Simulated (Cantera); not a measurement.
Charge: 1 mol C, a varied amount of O₂, 0.12 mol CO₂, equilibrated at 1675 °C and 0.0100 bar.

Equilibrium computed with Cantera from the NASA thermochemical tables; the gas is ideal and each condensed phase is pure. Candidate condensed phases: C; 12 gas species. Rates play no part.

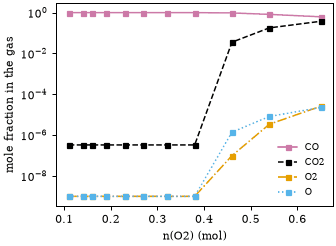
Figure: Equilibrium gas composition (values under 1e-9 drawn at 1e-9)

From 0.11 mol O₂ to 0.38 mol O₂ the condensed part is C(graphite). From 0.46 mol O₂ to 0.65 mol O₂ nothing is condensed. The main C-bearing gas is CO throughout.
